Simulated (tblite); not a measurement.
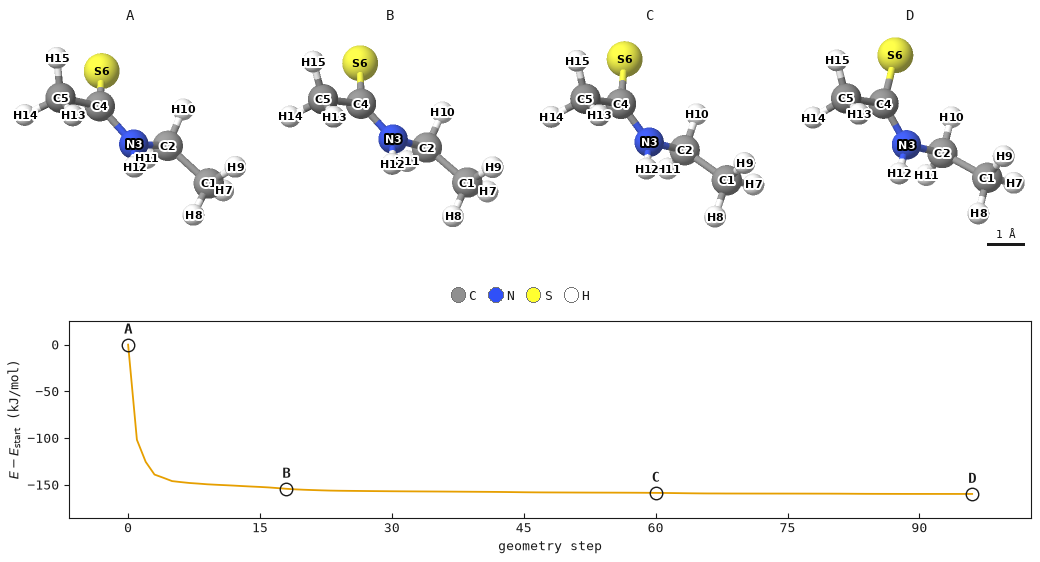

Frames of a relaxation of C4H9NS (charge +1, multiplicity 2), marked on the history of the run. The picture is a ball-and-stick view, seen from a free direction.

All numbers below come from GFN2-xTB geometry optimisation, gas phase in tblite 0.8.0. 

### Describe the path.

Over 96 geometry steps the energy falls by 159.8 kJ/mol. H12 moves most after the best rigid fit: 0.62 Å. By element the largest moves are H 0.62 Å, S 0.60 Å, C 0.33 Å, N 0.31 Å. Near-neighbour distances that change, for instance: C2–S6 2.750 → 2.996 Å, C4–S6 1.461 → 1.685 Å, N3–C4 1.404 → 1.308 Å, C5–H14 1.136 → 1.092 Å. Bond angles that change, for instance: C2–N3–C4 114.7° → 124.0°, H7–C1–H8 116.7° → 107.6°, C2–N3–H12 123.6° → 116.2°. Groups turn about C2–N3 by about 35°, C4–C5 by about 20°. From step 0 to 18: S6 moves most (0.28 Å), energy −154.2 kJ/mol. From step 18 to 60: H9 moves most (0.32 Å), energy −4.36 kJ/mol. From step 60 to 96: S6 moves most (0.39 Å), energy −1.15 kJ/mol.

| step | E − E(0), kJ/mol |
| --- | --- |
| 0 | 0.00 |
| 1 | -101.80 |
| 2 | -125.40 |
| 3 | -139.00 |
| 4 | -142.42 |
| 5 | -146.02 |
| 6 | -147.08 |
| 7 | -148.05 |
| 8 | -148.69 |
| 9 | -149.43 |
| 10 | -149.92 |
| 15 | -152.27 |
| 19 | -154.84 |
| 24 | -156.33 |
| 28 | -156.72 |
| 33 | -157.06 |
| 37 | -157.28 |
| 42 | -157.60 |
| 46 | -158.04 |
| 51 | -158.25 |
| 55 | -158.37 |
| 60 | -158.60 |
| 64 | -159.07 |
| 69 | -159.31 |
| 73 | -159.36 |
| 78 | -159.42 |
| 82 | -159.53 |
| 87 | -159.69 |
| 91 | -159.74 |
| 96 | -159.76 |
